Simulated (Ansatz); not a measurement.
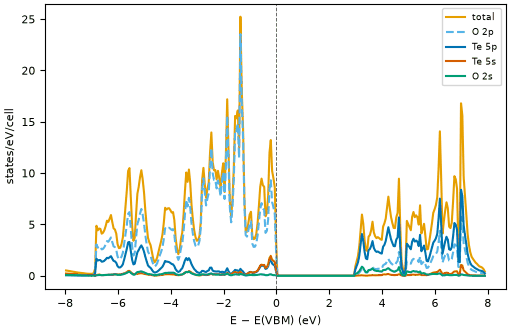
Fig. 1. Total and projected density of states of TeO₂ in space group P4_32_12 (No. 96; Te on 4a, O on 8b), DFT-LDA in the program Ansatz with PAW potentials

Q: Which orbitals carry the states next to the gap?

A: Top 1 eV of the valence band: O 2p 74 %, Te 5s 13 %, Te 5p 11 %. Bottom 1 eV of the conduction band: Te 5p 66 %, O 2s 14 %, O 2p 14 %. Projections are on Löwdin-orthogonalised atomic valence shells; empty p or d shells of many metals are not among them.

Q: Where is the tallest occupied peak in this window, and what makes it?

A: Near -1.4 eV, about 25 states/eV per cell; the largest projected share is O 2p.

The first step of the workflow began from a Materials Project structure, measured or hypothetical; the Crystallography Open Database copy checked does not list it. COD files the formula under space group No. 19, 61, 92, 136. Whether it is the stable phase at ambient conditions was not checked. The cell was relaxed with LDA under the symmetry of its start; whether a distortion lowers the energy is not shown. Spin–orbit coupling is left out wherever it is not named.

Potentials: the later of the program's two PAW sets.
